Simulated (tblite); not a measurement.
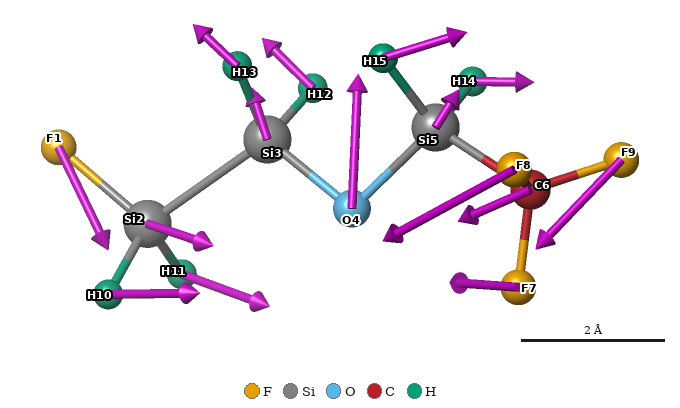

A relaxation of CH₆F₄OSi₃. The starting structure is drawn; purple arrows show the displacements, at their true length. The two geometries are superimposed by the best rigid fit.

The picture is a ball-and-stick view, seen at a tilt.

Method: GFN2-xTB geometry optimisation, gas phase (tblite). 

> What did the optimiser do to the structure, and how much energy did it gain?

F8 moves most after the best rigid fit: 2.36 Å. By element the largest moves are F 2.36 Å, O 1.91 Å, H 1.68 Å, C 1.23 Å, Si 1.21 Å. Near-neighbour distances that change, for instance: Si3–Si5 2.726 → 3.226 Å, O4–Si5 1.734 → 1.592 Å, Si5–C6 1.853 → 1.947 Å, Si2–Si3 2.224 → 2.304 Å. Among the angles between lasting bonds that change: Si3–O4–Si5 104.3° → 165.7°, Si2–Si3–H12 107.2° → 117.8°, F1–Si2–H11 112.4° → 102.8°. Groups turn about Si5–C6 by about 50°. The energy falls by 33.1 kcal/mol in 130 geometry steps.
